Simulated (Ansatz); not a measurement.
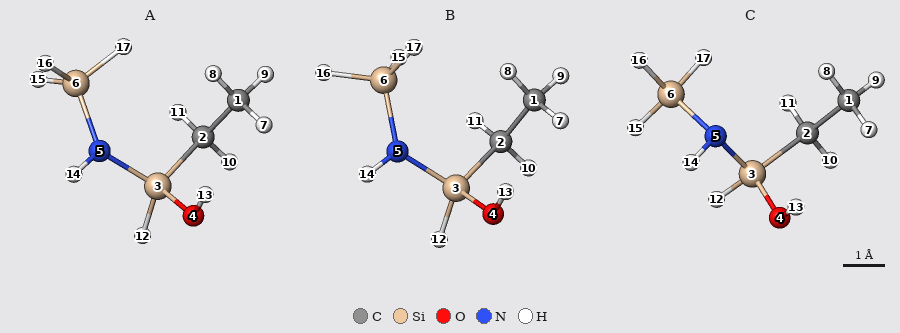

3 geometries from one relaxation of C2H11NOSi2, in shuffled order. Style: ball-and-stick. Shown at a tilt.

The run prepares an end point of a later path (torsion) calculation, from a guessed geometry.

All numbers below come from RKS B3LYP-D4/6-31G (Ansatz). Set-up: no spin polarisation; force threshold 0.015 eV/Å; at most 40 steps.

Put them in the order of the run, from the start to the converged end.

Answer. C, A, B. They are steps 0, 11, 30, at +37.3 kcal/mol, +0.79 kcal/mol relative to the last. The atom that moves furthest after the best rigid fit is H15 (2.33 Å). By element the largest moves are H 2.33 Å, N 0.78 Å, O 0.54 Å, Si 0.52 Å, C 0.44 Å. Near-neighbour distances that change, for instance: Si3–Si6 2.805 → 3.223 Å, Si3–O4 1.586 → 1.735 Å, Si3–N5 1.676 → 1.774 Å, N5–Si6 1.719 → 1.784 Å. Bond angles that change, for instance: Si3–N5–Si6 111.4° → 129.8°, O4–Si3–H12 111.7° → 101.3°, O4–Si3–N5 102.7° → 112.9°. The energy falls by 37.3 kcal/mol in 29 accepted moves (30 points after the start). Largest force component: 4 eV/Å at the start, 0.0049 eV/Å at the end. The line search rejected the trial step at point 28 of the run.

Limits of the set-up: the basis has no polarisation functions, which atoms past neon need.
